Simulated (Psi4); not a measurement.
# B3LYP/def2-SVP run of C4F6 (SMILES FC1=C(F)C(F)(F)C1(F)F)

What is the vertical ionisation energy of C4F6 at B3LYP/def2-SVP? 

Program for the calculation: Psi4 1.11.

### 1 The molecule

C4F6 has 10 atoms, charge 0, and is taken as a singlet. As SMILES, `FC1=C(F)C(F)(F)C1(F)F`. Geometry: relaxed at PBE0-D4/def2-TZVP.

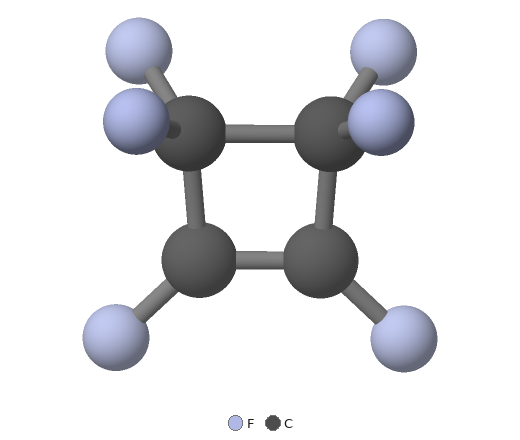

Viewed from a chosen angle; fluorine light blue, carbon dark grey.

### 2 Energy and gradient at B3LYP/def2-SVP

Contents of c4f6.xyz:

```xyz
10
C4F6
F     -0.072120    -2.316230     0.763630
C     -0.087540    -1.109800     0.277030
C     -0.606330    -0.538520    -0.811440
F     -1.305940    -0.957560    -1.825060
C     -0.097240     0.828870    -0.479530
F     -1.021680     1.768480    -0.236800
F      0.801770     1.353470    -1.323900
C      0.512470     0.157580     0.799350
F      0.026610     0.614420     1.961950
F      1.849980     0.199290     0.874760
```

Contents of run_ase.py:

```python
import numpy as np
from ase.calculators.psi4 import Psi4
from ase.io import read

a = read('c4f6.xyz')
calc = Psi4(atoms=a, method='b3lyp', basis='def2-SVP', memory='2200MB', num_threads=1, charge=0, multiplicity=1, label='psi4-calc')
calc.psi4.set_options({'puream': True, 'e_convergence': 1e-09, 'd_convergence': 1e-08, 'scf_type': 'pk', 'dft_radial_points': 99, 'dft_spherical_points': 590})
a.calc = calc

forces = a.get_forces()
print(f'energy: {a.get_potential_energy():.6f} eV')
print('forces / eV A^-1')
print(np.round(forces, 5))
```

On the command line:

```console
$ python run_ase.py
```

psi4-calc.dat:

```text
[...]
  Running in c1 symmetry.
[...]
  Nuclear repulsion =  597.085670725321961
[...]
  Multiplicity = 1
[...]
  Nalpha       = 39
  Nbeta        = 39
[...]
    Number of basis functions: 140
[...]
   @RKS iter   1:  -750.69690188277445    2.72490e-01   4.04979e-03 DIIS/ADIIS
[...]
   @RKS iter  10:  -750.81573930723459   -2.44427e-11   5.23223e-09 DIIS
[...]
    Orbital Energies [Eh]
    ---------------------
    Doubly Occupied:
       1A    -24.762603     2A    -24.762408     3A    -24.727916
       4A    -24.727903     5A    -24.727780     6A    -24.727765
       7A    -10.388749     8A    -10.388717     9A    -10.325666
      10A    -10.324946    11A     -1.290461    12A     -1.279472
      13A     -1.278301    14A     -1.268254    15A     -1.217941
      16A     -1.207831    17A     -0.938742    18A     -0.717636
      19A     -0.708415    20A     -0.640109    21A     -0.635552
      22A     -0.612304    23A     -0.605648    24A     -0.578224
      25A     -0.569337    26A     -0.569136    27A     -0.536873
      28A     -0.512993    29A     -0.495675    30A     -0.491407
      31A     -0.481500    32A     -0.463705    33A     -0.446354
      34A     -0.439087    35A     -0.427389    36A     -0.423665
[...]
  @RKS Final Energy:  -750.81573930723459
   => Energetics <=
    Nuclear Repulsion Energy =            597.0856707253219611
    One-Electron Energy =               -2227.2701836807791551
    Two-Electron Energy =                 947.6807408267866322
    DFT Exchange-Correlation Energy =     -68.3119671785640037
    Empirical Dispersion Energy =           0.0000000000000000
    VV10 Nonlocal Energy =                  0.0000000000000000
    Total Energy =                       -750.8157393072345940
[...]
 Multipole Moments:
 ------------------------------------------------------------------------------------
     Multipole            Electronic (a.u.)      Nuclear  (a.u.)        Total (a.u.)
 ------------------------------------------------------------------------------------
 L = 1.  Multiply by 2.5417464519 to convert [e a0] to [Debye]
 Dipole X            :         -0.0039194           -0.1947142           -0.1986336
 Dipole Y            :         -0.0093533           -0.4625295           -0.4718828
 Dipole Z            :         -0.0030569           -0.1499575           -0.1530143
 Magnitude           :                                                    0.5343613
[...]
  -Total Gradient:
     Atom            X                  Y                   Z
    ------   -----------------  -----------------  -----------------
       1        0.000027188702     0.008023960954    -0.003017565191
       2       -0.002459478168     0.003223751810    -0.005348221333
       3        0.002750751365    -0.002517721981     0.005576757493
       4        0.004610415004     0.002984693305     0.006589902306
       5       -0.000814856970    -0.001966438272    -0.000597154072
       6        0.004426817693    -0.003643554954    -0.002190714544
       7       -0.004896929718    -0.001523211602     0.003373006372
       8       -0.000821828493    -0.001938137827    -0.000675001086
       9        0.003259980485    -0.002363424416    -0.004628742105
      10       -0.006065172147    -0.000239681797     0.000930714592
[...]
```

Standard output:

```text
energy: -20430.736915 eV
forces / eV A^-1
[[-0.0014  -0.41261  0.15517]
 [ 0.12647 -0.16577  0.27502]
 [-0.14145  0.12947 -0.28677]
 [-0.23708 -0.15348 -0.33887]
 [ 0.0419   0.10112  0.03071]
 [-0.22764  0.18736  0.11265]
 [ 0.25181  0.07833 -0.17345]
 [ 0.04226  0.09966  0.03471]
 [-0.16763  0.12153  0.23802]
 [ 0.31188  0.01232 -0.04786]]
```

Wall time 56 s (1 thread of AMD EPYC 7R43 (Zen 3), shared host); peak memory 1.1 GiB.

### 3 The doublet cation: a single-point energy at UB3LYP/def2-SVP

c4f6.xyz is that of step 2.

Contents of run.py:

```python
import psi4

psi4.set_memory(2200000000)
psi4.set_num_threads(1)
psi4.set_output_file('output.dat', False)

with open('c4f6.xyz') as f:
    atoms = ''.join(f.readlines()[2:])
geom = psi4.geometry('1 2\n' + atoms + 'symmetry c1\nno_reorient\nno_com')

options = {'reference': 'uks', 'puream': True, 'e_convergence': 1e-09, 'd_convergence': 1e-08, 'scf_type': 'pk', 'dft_radial_points': 99, 'dft_spherical_points': 590, 'maxiter': 100}
psi4.set_options(options)

e_tot, wfn = psi4.energy("b3lyp/def2-SVP", return_wfn=True)
psi4.oeprop(wfn, "LOWDIN_CHARGES", "MULLIKEN_CHARGES", "QUADRUPOLE")
print(f'b3lyp/def2-SVP energy: {e_tot:.10f} Eh')
```

On the command line:

```console
$ python run.py
```

output.dat:

```text
[...]
  Running in c1 symmetry.
[...]
  Nuclear repulsion =  597.085670725321961
[...]
  Multiplicity = 2
[...]
  Nalpha       = 39
  Nbeta        = 38
[...]
    Number of basis functions: 140
[...]
   @UKS iter   1:  -750.32152291515683    6.47869e-01   3.37113e-03 ADIIS/DIIS
[...]
   @UKS iter  13:  -750.40106434708616   -1.03455e-11   9.16774e-09 DIIS
[...]
   @S^2 Observed:                7.518931543E-01
[...]
    Orbital Energies [Eh]
    ---------------------
    Alpha Occupied:
       1A    -25.050112     2A    -25.049915     3A    -24.946927
       4A    -24.946913     5A    -24.946791     6A    -24.946776
       7A    -10.640697     8A    -10.639976     9A    -10.624330
      10A    -10.624295    11A     -1.561980    12A     -1.554215
      13A     -1.504166    14A     -1.485865    15A     -1.433725
      16A     -1.423165    17A     -1.230857    18A     -0.979642
      19A     -0.963994    20A     -0.889869    21A     -0.880500
      22A     -0.860338    23A     -0.847768    24A     -0.810827
      25A     -0.810248    26A     -0.798343    27A     -0.797975
      28A     -0.776308    29A     -0.750116    30A     -0.732339
      31A     -0.691986    32A     -0.673737    33A     -0.668210
      34A     -0.656783    35A     -0.655432    36A     -0.645515
[...]
  @UKS Final Energy:  -750.40106434708616
   => Energetics <=
    Nuclear Repulsion Energy =            597.0856707253219611
    One-Electron Energy =               -2208.4382054120319481
    Two-Electron Energy =                 928.8826584168335785
    DFT Exchange-Correlation Energy =     -67.9311880772097112
    Empirical Dispersion Energy =           0.0000000000000000
    VV10 Nonlocal Energy =                  0.0000000000000000
    Total Energy =                       -750.4010643470861623
[...]
 Multipole Moments:
 ------------------------------------------------------------------------------------
     Multipole            Electronic (a.u.)      Nuclear  (a.u.)        Total (a.u.)
 ------------------------------------------------------------------------------------
 L = 1.  Multiply by 2.5417464519 to convert [e a0] to [Debye]
 Dipole X            :         -2.1578980            1.5793197           -0.5785783
 Dipole Y            :         -5.1266958            3.7522591           -1.3744367
 Dipole Z            :         -1.6620072            1.2163789           -0.4456282
 Magnitude           :                                                    1.5564105
 L = 2.  Multiply by 1.3450342976 to convert [e a0^2] to [Debye ang]
 Quadrupole XX       :       -267.5296508          233.0784057          -34.4512451
 Quadrupole XY       :        -42.8532200           43.8222554            0.9690354
[...]
  Mulliken Charges: (a.u.)
   Center  Symbol    Alpha    Beta     Spin     Total
       1     F     4.54892  4.42330  0.12563  0.02778
       2     C     3.01344  2.67639  0.33705  0.31018
       3     C     3.01343  2.67639  0.33705  0.31018
       4     F     4.54892  4.42329  0.12563  0.02779
       5     C     2.80610  2.83074 -0.02464  0.36315
       6     F     4.56577  4.53478  0.03098 -0.10055
       7     F     4.56577  4.53479  0.03098 -0.10056
       8     C     2.80610  2.83074 -0.02464  0.36315
       9     F     4.56578  4.53479  0.03099 -0.10057
      10     F     4.56576  4.53478  0.03098 -0.10055
[...]
```

Standard output:

```text
b3lyp/def2-SVP energy: -750.4010643471 Eh
```

Run time: 68 s. Hardware: 1 thread of AMD EPYC 7R43 (Zen 3), shared host; peak memory 1.1 GiB.

### 4 Summary of results

Level: B3LYP/def2-SVP.

```
                                          quantity          value
                        singlet C4F6: total energy  -750.81574 Eh
                       singlet C4F6: dipole moment         1.36 D
                         singlet C4F6: HOMO energy       -8.61 eV
                         singlet C4F6: LUMO energy       -1.00 eV
                       singlet C4F6: HOMO–LUMO gap        7.60 eV
            singlet C4F6: largest force on an atom     0.441 eV/Å
                      doublet cation: total energy  -750.40106 Eh
doublet cation: HOMO energy (highest over α and β)      -15.56 eV
 doublet cation: LUMO energy (lowest over α and β)      -13.93 eV
                              doublet cation: ⟨S²⟩          0.752
vertical ionisation energy (to the doublet cation)      11.284 eV
```

Removing an electron at fixed nuclei costs 11.28 eV (260 kcal/mol). The largest force (singlet C4F6) is 0.44 eV/Å: the shape isn't a stationary point for this species at this level. The negative HOMO energy of the first species, 8.61 eV, lies 2.68 eV below that difference.
